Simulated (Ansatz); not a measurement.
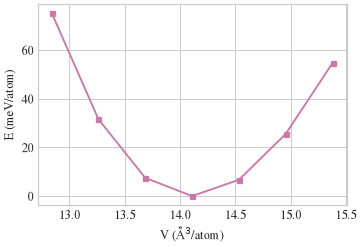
Figure: HfPbO3 (cubic perovskite, Pm-3m) under volume change, plane-wave PAW r²SCAN (Ansatz code), scaled uniformly.

**Question.** What does a third-order Birch–Murnaghan fit give for V₀, B₀ and B′?

**Answer.** V₀ = 14.11 Å³/atom, B₀ = 179 GPa, B′ = 4.3.

The first step of the workflow began from a Materials Project structure, measured or hypothetical; the Crystallography Open Database copy checked does not list it. COD files the formula under space group No. 55. Whether it is the stable phase at ambient conditions was not checked. The r²SCAN relaxation kept the symmetry of its start; its stability against distortions is not shown here. The run is not spin-polarised. Spin–orbit coupling is left out wherever it is not named.

Potentials: the later of the program's two PAW sets.
